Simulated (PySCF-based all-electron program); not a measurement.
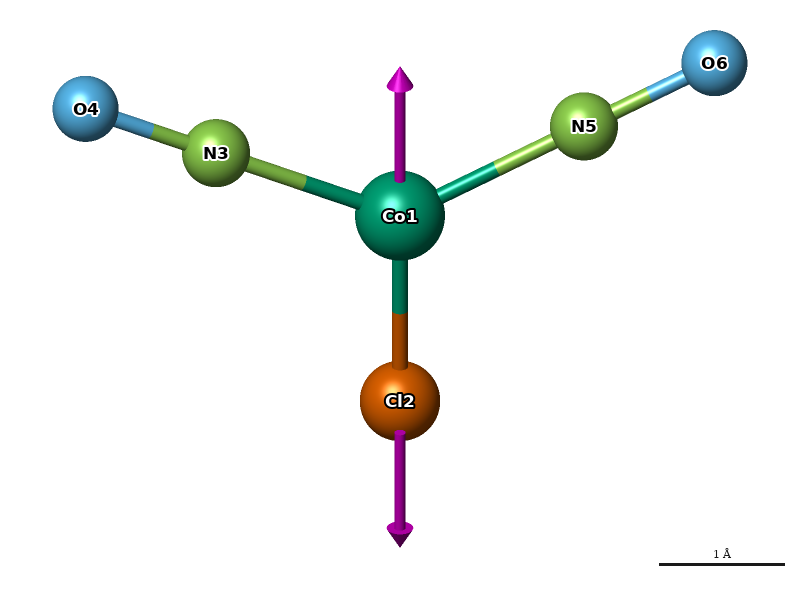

Arrows show the forces on the atoms, 0.07 Å of arrow for 1 eV/Å; forces under a tenth of the largest aren't drawn. Charge 0, singlet. Level of theory: PBE, all-electron, scalar-relativistic (Koelling-Harmon), large uncontracted Gaussian sets (PySCF-based all-electron program).

Which bond do the forces act along most?

Co1–Cl2, now 1.704 Å: the forces push its atoms apart, so a first step downhill lengthens it.

List the force components in the frame of the picture (x right, y up, z towards the viewer), in eV/Å.

```csv
atom,Fx,Fy,Fz
Co1,0.00,13.10,7.27
Cl2,0.00,−13.24,−7.35
N3,−0.66,0.05,0.14
O4,0.57,0.02,−0.09
N5,0.66,0.14,−0.03
O6,−0.57,−0.07,0.06
```
